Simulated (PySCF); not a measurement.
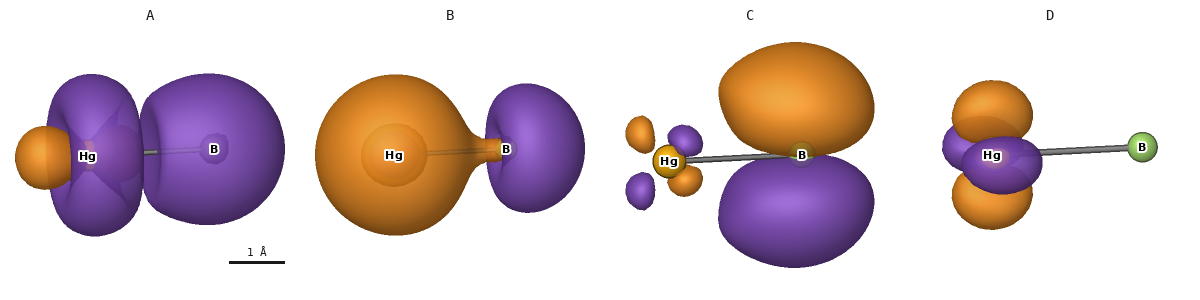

*HgB (charge +1). Four frontier orbitals, each drawn at the value that holds 80 % of its norm (orange and purple are the two phases), in no order; of a degenerate pair one member is drawn.*

Core potentials replace the inner electrons of Hg.

Computed with PySCF 2.14.0, PBE0/def2-SVPD, non-relativistic Hamiltonian with scalar-relativistic core potentials where named, at a bond length of 2.371 Å.

**Label each orbital by symmetry, say whether it is occupied, and order them by energy.**

Orbital D: δ, occupied, −18.96 eV; almost wholly on Hg.
Orbital A: σ, occupied, −17.70 eV; shared between the atoms (Hg 55 %, B 45 %).
Orbital B: σ, occupied, −13.84 eV; shared between the atoms (Hg 55 %, B 45 %).
Orbital C: π, empty, −9.47 eV; mainly on B (85 %).
